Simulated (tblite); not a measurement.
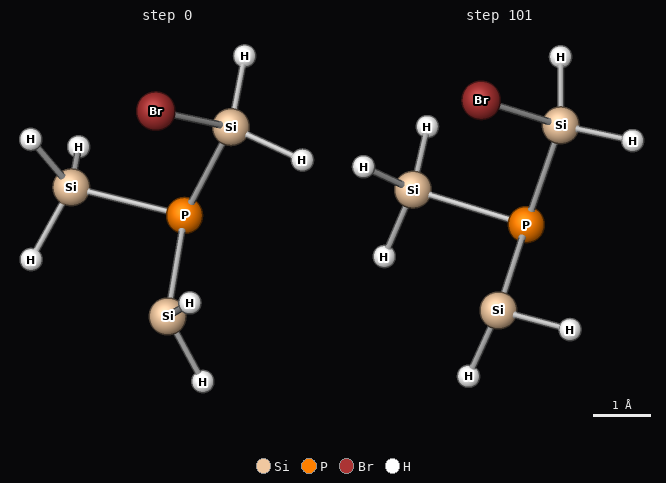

The structure of Si₃PH₇Br (multiplicity 2) before (left) and after (right) a relaxation, at one scale.

A ball-and-stick model, seen from a free direction.

Computed with tblite 0.8.0, GFN2-xTB geometry optimisation, gas phase. 

Summarise the run.

The largest move after the best rigid fit is that of an H atom, 1.21 Å. By element the largest moves are H 1.21 Å, Br 0.35 Å, Si 0.32 Å, P 0.24 Å. Near-neighbour distances that change, for instance: Br–Si 2.284 → 2.214 Å, P–Si 2.189 → 2.230 Å, H–Si 1.442 → 1.468 Å, H–Si 1.482 → 1.458 Å. Bond angles that change, for instance: Si–P–Si 112.6° → 102.4°, Br–Si–H 111.4° → 104.5°, P–Si–H 112.8° → 106.3°. Groups turn about P–Si by about 55°, P–Si by about 30°. Over 101 geometry steps the energy falls by 0.240 eV.
